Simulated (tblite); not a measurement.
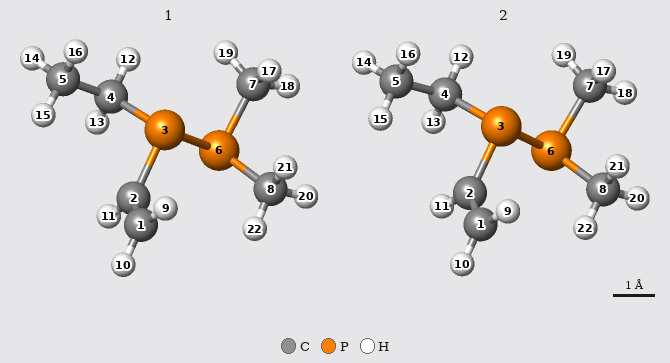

Two geometries of C6H14P2, drawn at one scale. One is the start of a relaxation, the other its converged end. Style: ball-and-stick. Shown at a tilt.

The calculation used tblite, GFN2-xTB geometry optimisation, gas phase. 

Which of the two is the end point?

Answer. Structure 2 is the relaxed one. The energy falls by 16.1 kJ/mol in 92 geometry steps. The atom that moves furthest after the best rigid fit is H11 (0.25 Å). Largest moves by element: H 0.25 Å, C 0.16 Å, P 0.10 Å. Among the contacts that change: P3–P6 2.308 → 2.203 Å, C2–P3 1.858 → 1.820 Å, P6–C7 1.831 → 1.855 Å, P3–C4 1.848 → 1.867 Å. Bond angles that change, for instance: P3–C2–H11 121.2° → 116.6°, C1–C2–P3 118.8° → 122.6°, H20–C8–H21 107.0° → 109.6°. The run took 0.77 s on 1 thread of Arm Neoverse V1 (shared host).
